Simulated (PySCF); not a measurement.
**NMR shielding calculation of C5H12Si**

The run: NMR shielding calculation of C5H12Si, SMILES C=C[Si](C)(C)C. Method and program: GIAO KT3/pcSseg-1 NMR shielding, non-relativistic, gas phase (PySCF 2.14.0).

The geometry comes from this level: PBE0-D3(BJ)/def2-SVP. Figures and captions count atoms from 1; the log counts them from 0 in places.

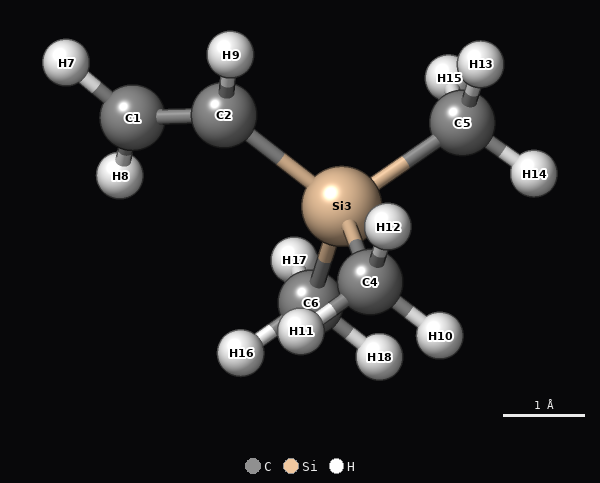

**Figure 1.** The structure as given in the input (ball-and-stick view, seen at a tilt; atoms are numbered from 1 in the order of the input).

### Results in brief

| quantity | value |
| --- | --- |
| outcome | converged |
| total energy | −492.769201 hartree |
| HOMO | −6.46 eV |
| LUMO | −1.04 eV |
| dipole moment | 0.18 D |
| isotropic shielding, C | 47.0 to 186.2 ppm |
| isotropic shielding, Si | 372.9 ppm |
| isotropic shielding, H | 25.2 to 31.3 ppm |
| hardware | 1 CPU thread, shared host |
| wall time | 44 s |
| peak memory | 0.6 GiB |

### Input file
```
{"job": {"kind": "nmr", "xc": "KT3", "basis": "pcSseg-1", "pop": false}, "charge": 0, "multiplicity": 1}
C      2.490176    -0.484077     0.467520
C      1.417745     0.240027     0.808818
Si    -0.273369     0.107318     0.001254
C     -0.749918     1.788409    -0.702727
C     -1.534943    -0.397835     1.305597
C     -0.220907    -1.177638    -1.371499
H      3.458199    -0.373131     0.970134
H      2.453924    -1.228721    -0.336322
H      1.540878     0.964786     1.627169
H     -1.746589     1.752555    -1.171123
H     -0.026208     2.117189    -1.464921
H     -0.777630     2.554803     0.088196
H     -1.561964     0.328950     2.133078
H     -2.547583    -0.454562     0.874914
H     -1.289345    -1.383424     1.731084
H      0.507341    -0.905127    -2.151496
H      0.051164    -2.171026    -0.981346
H     -1.208473    -1.265868    -1.851631
```

The first line tells a small driver script what to run in PySCF; the rest is the geometry in Å.

### The program's output
```
coarse grid: 14496 points
cycle   1  E = -492.6059157572  dE =  9.921e-02  |g| = 7.225e-01  |ddm| = 3.676e+00
cycle   2  E = -492.4498908460  dE =  1.560e-01  |g| = 1.020e+00  |ddm| = 1.731e+00
cycle   3  E = -492.7495246956  dE = -2.996e-01  |g| = 1.189e-01  |ddm| = 1.123e+00
cycle   4  E = -492.7528339692  dE = -3.309e-03  |g| = 5.842e-02  |ddm| = 1.482e-01
cycle   5  E = -492.7537421266  dE = -9.082e-04  |g| = 1.147e-02  |ddm| = 4.972e-02
cycle   6  E = -492.7537783055  dE = -3.618e-05  |g| = 3.091e-03  |ddm| = 1.603e-02
cycle   7  E = -492.7537803586  dE = -2.053e-06  |g| = 8.041e-04  |ddm| = 3.500e-03
final grid: 132432 points
cycle   8  E = -492.7691879080  dE = -1.614e-04  |g| = 1.154e-02  |ddm| = 3.851e-02
cycle   9  E = -492.7691847685  dE =  3.140e-06  |g| = 9.250e-03  |ddm| = 1.452e-02
cycle  10  E = -492.7691999330  dE = -1.516e-05  |g| = 2.298e-03  |ddm| = 9.910e-03
cycle  11  E = -492.7692012627  dE = -1.330e-06  |g| = 6.481e-04  |ddm| = 2.266e-03
cycle  12  E = -492.7692013727  dE = -1.100e-07  |g| = 1.632e-04  |ddm| = 6.125e-04
cycle  13  E = -492.7692013796  dE = -6.867e-09  |g| = 5.669e-05  |ddm| = 2.127e-04
cycle  14  E = -492.7692013805  dE = -9.755e-10  |g| = 7.336e-06  |ddm| = 6.945e-05
```

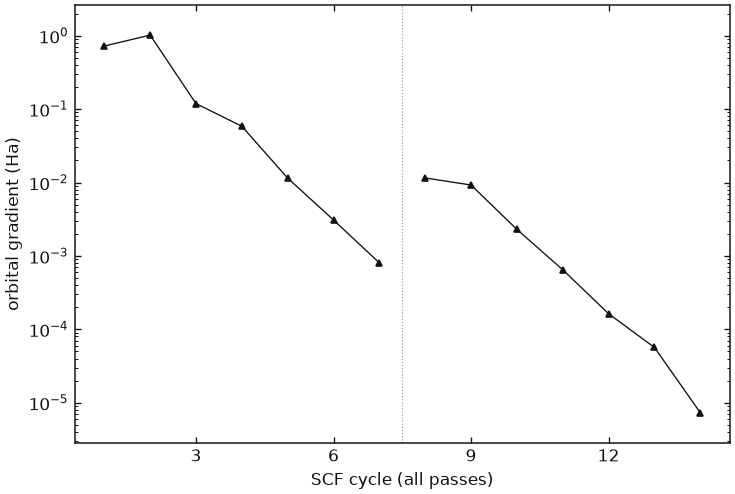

**Figure 2.** Convergence of the self-consistent field: orbital gradient against the SCF cycle. The dotted line marks the change from a coarse to the final integration grid. The first 7 cycles use a coarse grid, the final grid takes over at cycle 8, and the field converges after 14 cycles in all.

```
converged SCF energy = -492.7692013805

GIAO shielding tensors (ppm)
atom      isotropic    diamagn.    paramagn.     s11        s22        s33       span
  0 C       55.032     254.322    -199.290    -55.319     60.934    159.481    214.801
  1 C       46.992     262.540    -215.548    -63.274     38.683    165.566    228.839
  2 Si     372.887     885.336    -512.450    363.107    368.770    386.783     23.677
  3 C      182.527     254.083     -71.556    179.159    181.065    187.357      8.198
  4 C      182.416     254.090     -71.675    178.872    181.088    187.287      8.415
  5 C      186.229     255.168     -68.939    181.484    188.137    189.067      7.583
  6 H       25.364      28.711      -3.346     22.528     24.438     29.127      6.599
  7 H       25.662      33.131      -7.469     22.609     24.148     30.230      7.622
  8 H       25.235      32.459      -7.224     22.823     25.014     27.867      5.044
  9 H       31.282      31.050       0.232     27.443     28.877     37.525     10.082
 10 H       31.282      31.451      -0.169     27.268     28.931     37.647     10.379
 11 H       31.160      31.215      -0.055     27.169     28.679     37.632     10.463
 12 H       31.161      31.228      -0.067     27.174     28.675     37.635     10.461
 13 H       31.282      31.060       0.223     27.460     28.864     37.523     10.063
 14 H       31.291      31.489      -0.198     27.266     28.972     37.635     10.368
 15 H       31.173      32.391      -1.218     27.559     28.296     37.664     10.106
 16 H       31.161      32.428      -1.267     27.538     28.321     37.624     10.086
 17 H       31.338      31.492      -0.154     27.473     29.076     37.464      9.990
```

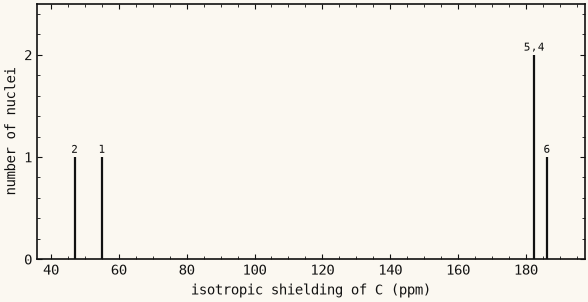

**Figure 3.** Isotropic shieldings of the carbon nuclei in this fixed geometry, labelled by atom number; shielding grows to the right, so chemical shift grows to the left. The least shielded is C2 (47.0 ppm), the most shielded C6 (186.2 ppm).
